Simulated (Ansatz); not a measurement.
**Run report: C₃H₉FSi, single-point calculation**

C₃H₉FSi, computed with RKS B97/def2-mTZVP (Ansatz 0.2.0).

Some settings of this run were made unusual or wrong on purpose. The geometry comes from this level: PBE0-D4/def2-TZVP. Figures and captions count atoms from 1; the log counts them from 0 in places.

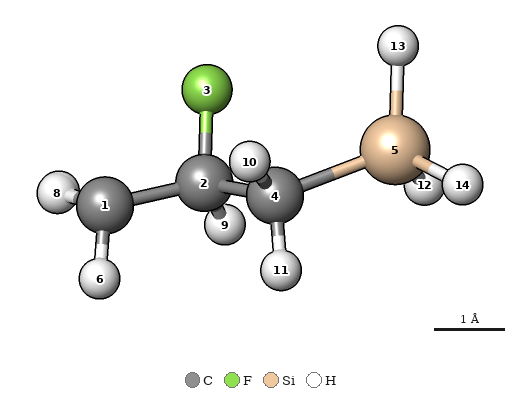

Fig. 1: The structure (ball-and-stick view, seen at a tilt; atoms are numbered from 1 in the order of the input).

**What the run reported**

| quantity | value |
| --- | --- |
| outcome | converged |
| total energy | −13703.6459 eV |
| SCF solution under orbital rotations | stable |
| largest force (length of the vector) | 2851.666 eV/Å |
| dipole moment | 3.01 D |
| hardware | 4 threads of Intel Xeon @ 2.80GHz, 23 GiB of memory available, shared host |
| wall time | 4.5 s (CPU time 16 s) |
| peak memory | 0.54 GiB |

A setting was made wrong on purpose: two atoms are placed far too close. The run converged all the same; its numbers are those of the faulty input and shouldn't be used.

**Input file**
```yaml
crystal:
  periodic: [false, false, false]
  atoms:
    - {symbol: C, position_ang: [-1.752711, 0.814021, 0.758206]}
    - {symbol: C, position_ang: [-0.353635, 0.712517, 0.205788]}
    - {symbol: F, position_ang: [0.538280, 1.088902, 1.215051]}
    - {symbol: C, position_ang: [0.024213, -0.671364, -0.278215]}
    - {symbol: Si, position_ang: [1.848628, -0.855854, -0.713813]}
    - {symbol: H, position_ang: [-2.482145, 0.563852, -0.015386]}
    - {symbol: H, position_ang: [-1.905143, 1.876995, 1.110433]}
    - {symbol: H, position_ang: [-1.955143, 1.826995, 1.110433]}
    - {symbol: H, position_ang: [-0.213118, 1.439170, -0.603401]}
    - {symbol: H, position_ang: [-0.240237, -1.415606, 0.481264]}
    - {symbol: H, position_ang: [-0.566459, -0.907856, -1.169548]}
    - {symbol: H, position_ang: [2.269594, 0.267121, -1.595286]}
    - {symbol: H, position_ang: [2.709593, -0.877728, 0.494147]}
    - {symbol: H, position_ang: [2.040974, -2.133539, -1.452689]}
basis:
  gaussian: {orbitals: def2-mTZVP}
hamiltonian: {xc: {name: B97}, pseudopotentials: {relativity: scalar}}
output: {forces: true}
```

Launched with:
```bash
ansatz run in.yaml --threads 4 --pin off --events-out ev --progress --plain --max-ram 10444MiB
```

**Output**
```
Functional definition: B97
  name "B97"
  cite "Becke, J. Chem. Phys. 107, 8554 (1997) doi:10.1063/1.475007"
  parameter cx = 0.1943
  parameter cx0 = 0.8094
  parameter cx1 = 0.5073
  parameter cx2 = 0.7481
  parameter css0 = 0.1737
  parameter css1 = 2.3487
  parameter css2 = -2.4868
  parameter cos0 = 0.9454
  parameter cos1 = 0.7471
  parameter cos2 = -4.5961
  exchange = spin_sum(e_x_unif_s*poly(b97_u_x, cx0, cx1, cx2)) + cx*exact_x
  correlation = spin_sum(e_c_pw_same_spin*poly(b97_u_same, css0, css1, css2))
      + integral(e_c_pw_opposite_spin*poly(b97_u_opposite, cos0, cos1, cos2))
1181 factors; integrals over basis functions are off by at most 1.0e-3 eV
mean field evaluation 1: about -13696.1716 eV, gradient 5.6e1 eV
mean field evaluation 2: about -13694.0810 eV, gradient 6.1e1 eV
mean field evaluation 4: about -13703.4819 eV, gradient 2.4e0 eV
mean field evaluation 8: about -13703.6458 eV, gradient 1.9e-1 eV
mean field evaluation 16: about -13703.6459 eV, gradient 7.2e-5 eV
mean field -13703.64589161 eV, -503.5996978518 hartree, gradient 1.8e-5 eV, S^2 0.000000; 0 other end points of the search recorded, 0 dependent functions left out
the calculation of the forces begins
reference -13703.64592114 eV, -503.5996989371 hartree; 25, 25 occupied and 100, 100 virtual orbitals, 1181 factors
Total energy: -13703.64592114 eV, -503.5996989371 hartree
Relativity: scalar
Atom 0 at    -1.752711     0.814021     0.758206 Å, force     1.011566    -7.041086    -0.799464 eV/Å
Atom 1 at    -0.353635     0.712517     0.205788 Å, force    -0.618984     1.402383     0.104737 eV/Å
Atom 2 at     0.538280     1.088902     1.215051 Å, force     0.553195     0.285849     0.444463 eV/Å
Atom 3 at     0.024213    -0.671364    -0.278215 Å, force    -0.716899    -0.276902    -0.023887 eV/Å
Atom 4 at     1.848628    -0.855854    -0.713813 Å, force     0.290707     0.087309    -0.036213 eV/Å
Atom 5 at    -2.482145     0.563852    -0.015386 Å, force    -0.342263     1.102351     0.303062 eV/Å
Atom 6 at    -1.905143     1.876995     1.110433 Å, force  2014.815862  2018.047872    -1.234434 eV/Å
Atom 7 at    -1.955143     1.826995     1.110433 Å, force -2015.458810 -2013.635875     1.484449 eV/Å
Atom 8 at    -0.213118     1.439170    -0.603401 Å, force     0.582581     0.088379    -0.191205 eV/Å
Atom 9 at    -0.240237    -1.415606     0.481264 Å, force    -0.062978     0.028504     0.036926 eV/Å
Atom 10 at    -0.566459    -0.907856    -1.169548 Å, force    -0.024596    -0.063481    -0.075496 eV/Å
Atom 11 at     2.269594     0.267121    -1.595286 Å, force     0.019809    -0.029445    -0.003059 eV/Å
Atom 12 at     2.709593    -0.877728     0.494147 Å, force    -0.008959    -0.009446    -0.024398 eV/Å
Atom 13 at     2.040974    -2.133539    -1.452689 Å, force    -0.040232     0.013589     0.014518 eV/Å
Dipole moment:    -0.370401     0.287226    -0.416665 e Å
```
